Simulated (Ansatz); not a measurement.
# Lattice dynamics of Pt2SeS (built on the sites of a database entry of PtS)

Wanted: phonon frequencies of Pt2SeS (built on the sites of a database entry of PtS) and what follows from them.

Program: Ansatz 0.2.0. Level of theory: DFT LDA, scalar-relativistic, plane waves, PAW. Results are calculated unless marked as measured.

The structure was built from a prototype and need not be the compound's stable phase.

## 1. Set-up

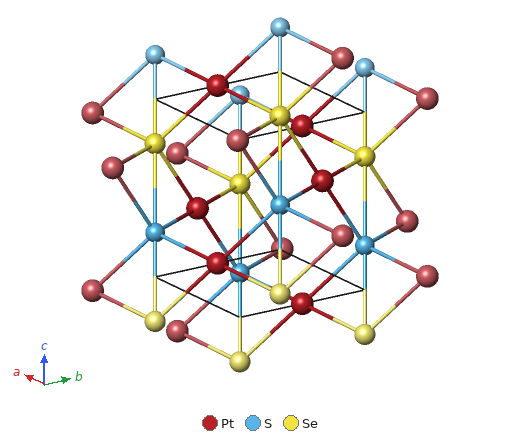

The starting structure, seen from a free direction (platinum red, sulfur blue, selenium yellow). Some periodic images of atoms are drawn too.

## 2. Coarse relaxation

A rough relaxation comes first, because large forces or stress need no tight tolerances yet.

The input, input.yaml:

```yaml
crystal:
  lattice:
    - [5.02827, 0.0, 0.0]
    - [0.0, 5.02827, 0.0]
    - [0.0, 0.0, 6.25346]
  atoms:
    - { symbol: Pt, position: [0.0, 0.5, 0.0] }
    - { symbol: Pt, position: [0.5, 0.0, 0.5] }
    - { symbol: S, position: [0.0, 0.0, 0.25] }
    - { symbol: Se, position: [0.0, 0.0, 0.75] }
kpoints:
  mp_grid: { grid: [4, 4, 4] }
hamiltonian:
  xc: lda
scf:
  occupations: { method: gaussian, width: 0.1 }
output:
  forces: true
  stress: true
  eigenvalues: true
relax:
  adjacent_minimum: "off"
  f_tol: 0.05
  max_steps: 80
  cell: { stress_tol: 0.5 }
```

On the command line:

```
ansatz run input.yaml --threads 8 --pin off --max-ram 14336MiB --backend cpu --events-out ev --progress --plain --runs-dir out
```

Numbers of over 12 decimals in the logs are rounded to 6 here.

The program printed:

```text
The last accepted step is kept in <dir> (removed where the run ends without a failure and the disk answers)
Engine: ansatz 0.2.0, x86_64-unknown-linux-gnu
Pseudopotentials: kind: paw
Pseudopotential: Pt, paw, valence charge 18, recommended cutoff 420 eV (normal), Pt.paw.azcp
Pseudopotential: S, paw, valence charge 6, recommended cutoff 420 eV (normal), S.paw.azcp
[...]
F+E_penalty+E_count = -30744.09730994 eV   max|allowed force component| = 1.443e-2 eV/Å   (the final SCF, on the basis selected at the relaxed cell)
  cell:  # Å, volume = 77.5726 Å³
    - [3.537475, 0, 0]
    - [0, 3.537475, 0.0]
    - [0, 0.0, 6.198997]
  atoms:
    - { symbol: Pt, position: [0, 0.5, 0.010876] }
    - { symbol: Pt, position: [0.5, 0, 0.489124] }
    - { symbol: S, position: [0, 0, 0.25] }
    - { symbol: Se, position: [0, 0, 0.750000] }
[key lines of the parts left out:]
SCF converged after 5 iterations
Free energy (F): -30744.097310 eV
Fermi energy:    12.644571 eV
P = ⅓ Tr σ = 0.0918 GPa (0.918 kbar)
```

Run time: 9.2 s. Hardware: 8 threads of Intel Xeon Platinum 8488C (Sapphire Rapids), shared host; peak memory 0.67 GiB.

Step by step:

```
step  energy less that of the first step (eV)  largest force component (eV/Å)  pressure (GPa)  volume (Å³)
   1                                   0.0000                          0.0648          -15.80       158.11
   2                                  -2.1596                          0.0307          -17.83       138.07
   3                                  -4.3097                          0.1949          -18.78       120.09
   4                                  -6.2050                          0.3411          -17.52       105.12
   5                                  -7.7047                          0.2284          -12.14        92.18
   6                                  -8.6143                          0.3885           -5.80        83.97
   7                                  -8.9405                          0.7626            2.99        76.73
   8                                  -8.9852                          0.1431           -0.75        77.67
   9                                  -8.9933                          0.0146            0.10        77.57
 10*                                  -8.9876                          0.0144            0.09        77.57
```

Relaxation steps marked * repeat the geometry before them on a plane-wave basis chosen anew for their cell, so energy and pressure can jump there.

Forces are held to the 8 operations that the run works with; a distortion that breaks them can't arise in this run.

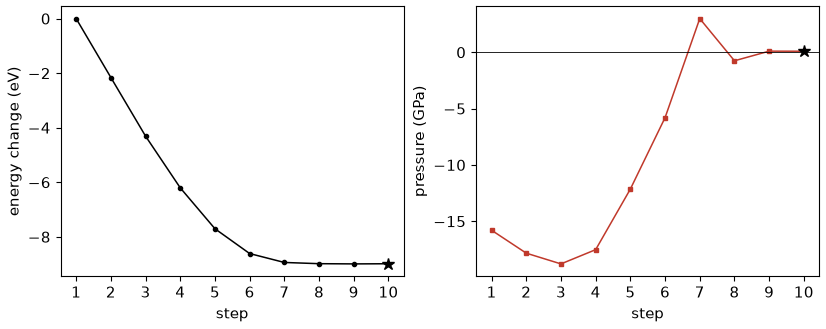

Energy and pressure along the relaxation. Stars mark steps on a basis chosen anew.

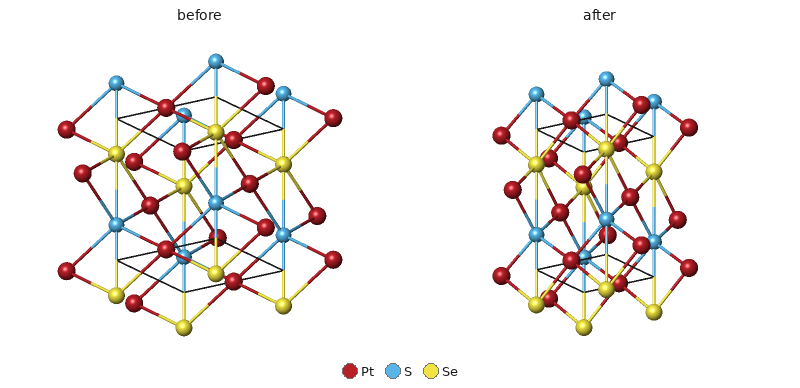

The structure before and after the relaxation, drawn at the same scale.

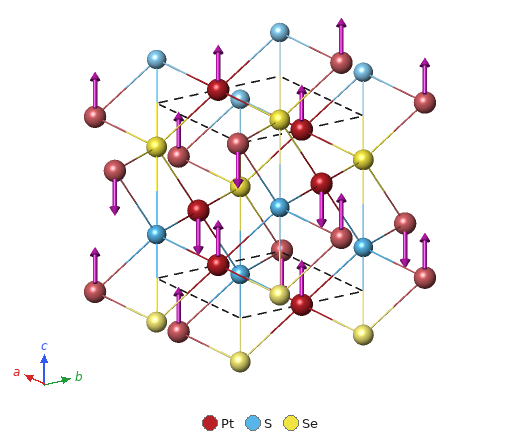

Displacements in the relaxation, exaggerated, measured against the changing cell; the longest in the cell stands for 0.07 Å. Some periodic images of atoms are drawn too.

| cell as run | before | after | change |
| --- | --- | --- | --- |
| a (Å) | 5.028 | 3.537 | -29.6 % |
| b (Å) | 5.028 | 3.537 | -29.6 % |
| c (Å) | 6.253 | 6.199 | -0.9 % |
| volume (Å³/atom) | 39.53 | 19.39 | -50.9 % |

The atoms that moved most (Å, as changes of fractional coordinates times the final cell):

```
atom     dx     dy      dz  length
 Pt2  0.000  0.000  -0.067   0.067
 Pt1  0.000  0.000   0.067   0.067
```

The relaxed structure:

```xyz
4
Lattice="3.5375 0.0000 0.0000 0.0000 3.5375 0.0000 0.0000 0.0000 6.1990" Properties=species:S:1:pos:R:3 pbc="T T T"
Pt    0.0000    1.7687    0.0674
Pt    1.7687    0.0000    3.0321
S     0.0000    0.0000    1.5497
Se    0.0000    0.0000    4.6492
```

A gap read on the k-mesh alone can miss the band edges.

Numbers from this step:

```
pressure           : 0.09177 GPa
volume per atom    : 19.39 Å³
gap on the k-mesh  : 0.2871 eV
direct gap on mesh : 0.2871 eV
```

In this step the volume went from 39.53 to 19.39 Å³/atom.

## 3. Bringing the structure to rest

The cell and atoms are relaxed, since residual forces and stress would shift the frequencies.

The input, input.yaml:

```yaml
crystal:
  lattice:
    - [3.537475374, 0.0, 0.0]
    - [0.0, 3.537475374, 0.0]
    - [0.0, 0.0, 6.1989967243]
  atoms:
    - { symbol: Pt, position: [0.0, 0.5, 0.0108762904] }
    - { symbol: Pt, position: [0.5, 0.0, 0.4891237096] }
    - { symbol: S, position: [0.0, 0.0, 0.25] }
    - { symbol: Se, position: [0.0, 0.0, 0.75] }
kpoints:
  mp_grid: { grid: [8, 8, 6] }
hamiltonian:
  xc: lda
scf:
  occupations: { method: gaussian, width: 0.01 }
output:
  forces: true
  stress: true
  eigenvalues: true
relax:
  adjacent_minimum: "off"
  f_tol: 0.005
  max_steps: 80
  cell: { stress_tol: 0.05 }
```

The program printed:

```text
[...]
Crystal: 4 atoms, lattice volume = 77.573 Å³
Basis set: ecut = 420 eV, 1521 PW (Γ)
Bands: 35, of which v1, the nominal top of the filled ones, is band 29 counted from 1 (28 counted from 0)
Symmetry: 8 space group operations
[...]
k-points: 60 of 384 (time reversal used)
[...]
--- Relaxed structure (3 steps of the walk, 3 accepted, 1 SCFs on fresh bases) ---
[...]
cell:  # Å, volume = 77.3097 Å³
    - [3.527037, 0, -1.116487834066845e-18]
    - [0, 3.527037, 0]
    - [-1.9565095709133167e-18, 0, 6.214613]
  atoms:
    - { symbol: Pt, position: [0, 0.500000, 0.010899] }
    - { symbol: Pt, position: [0.500000, 0, 0.489101] }
    - { symbol: S, position: [0, 0, 0.25] }
    - { symbol: Se, position: [0, 0, 0.750000] }
[key lines of the parts left out:]
SCF converged after 5 iterations
Free energy (F): -30744.140582 eV
Fermi energy:    12.693437 eV
P = ⅓ Tr σ = -0.0011 GPa (-0.011 kbar)
```

It took 5.2 s on 8 threads; peak memory 0.59 GiB; 35 s of CPU time.

The steps of the relaxation:

| step | energy less that of the first step (eV) | largest force component (eV/Å) | pressure (GPa) | volume (Å³) |
| --- | --- | --- | --- | --- |
| 1 | 0.0000 | 0.0023 | -0.29 | 77.57 |
| 2 | -0.0006 | 0.0178 | 0.08 | 77.24 |
| 3 | -0.0007 | 0.0045 | 0.00 | 77.31 |
| 4* | -0.0006 | 0.0045 | 0.00 | 77.31 |

Relaxation steps marked * repeat the geometry before them on a plane-wave basis chosen anew for their cell, so energy and pressure can jump there.

Forces are held to the 8 operations that the run works with; a distortion that breaks them can't arise in this run.

```
conventional cell, symmetrised  before  after  change
                         a (Å)   3.537  3.527  -0.3 %
                         b (Å)   3.537  3.527  -0.3 %
                         c (Å)   6.199  6.215  +0.3 %
              volume (Å³/atom)   19.39  19.33  -0.3 %
```

This step gave:

| Property | Result |
| --- | --- |
| pressure | -0.001054 GPa |
| gap on the k-mesh | 0.2724 eV |
| volume per atom | 19.33 Å³ |
| direct gap on mesh | 0.2724 eV |

In this step the volume went from 19.39 to 19.33 Å³/atom.

## 4. Tight relaxation

Phonons need a cell at rest on their own settings, so the relaxation is repeated with tight tolerances on forces and stress, using the mesh and the filling of the phonon run that follows.

input.yaml, the sections that differ from step 3:

```yaml
crystal:
  lattice:
    - [3.5270372463, 0.0, 0.0]
    - [0.0, 3.5270372463, 0.0]
    - [0.0, 0.0, 6.2146127506]
  atoms:
    - { symbol: Pt, position: [0.0, 0.5, 0.0108988496] }
    - { symbol: Pt, position: [0.5, 0.0, 0.4891011504] }
    - { symbol: S, position: [0.0, 0.0, 0.25] }
    - { symbol: Se, position: [0.0, 0.0, 0.75] }
scf:
  occupations: { method: fixed }
relax:
  adjacent_minimum: "off"
  f_tol: 0.001
  max_steps: 60
  cell: { stress_tol: 0.01 }
# kpoints, hamiltonian, output: as in step 3
```

The program printed:

```text
[...]
Crystal: 4 atoms, lattice volume = 77.310 Å³
Basis set: ecut = 420 eV, 1513 PW (Γ)
Bands: 35, of which v1, the nominal top of the filled ones, is band 29 counted from 1 (28 counted from 0)
Symmetry: 8 space group operations
[...]
k-points: 60 of 384 (time reversal used)
[...]
--- Relaxed structure (2 steps of the walk, 2 accepted, 1 SCFs on fresh bases) ---
[...]
cell:  # Å, volume = 77.3117 Å³
    - [3.527125, 0, 0]
    - [0, 3.527125, 0.0]
    - [0, 0.0, 6.214462]
  atoms:
    - { symbol: Pt, position: [0, 0.5, 0.010933] }
    - { symbol: Pt, position: [0.5, 0, 0.489067] }
    - { symbol: S, position: [0, 0, 0.25] }
    - { symbol: Se, position: [0, 0, 0.750000] }
[key lines of the parts left out:]
SCF converged after 6 iterations
Free energy (F): -30744.140583 eV
Fermi energy:    12.556467 eV
P = ⅓ Tr σ = -0.0037 GPa (-0.037 kbar)
```

Wall time 3.9 s (8 threads); peak memory 0.58 GiB.

Little changed from the start: no atom moved by 0.005 Å and no cell edge by 0.1 %.

Numbers from this step:

* pressure: -0.003699 GPa
* gap on the k-mesh: 0.2723 eV
* direct gap on mesh: 0.2723 eV

The largest force component left is 0.24 meV/Å and the pressure is -0.004 GPa, within the tolerances set. The cell now holds 19.33 Å³/atom.

(Continued in part 2 of 3.)

[Logs are printed without paths, hosts, clocks, repeated set-up lines and the standing remarks that a program may print on its own settings, such as how far it seeks lower states.]

[Hosts, paths, dates, database ids (printed as entryN), source tags and the programs' standing remarks are cut or masked in the printed files.]
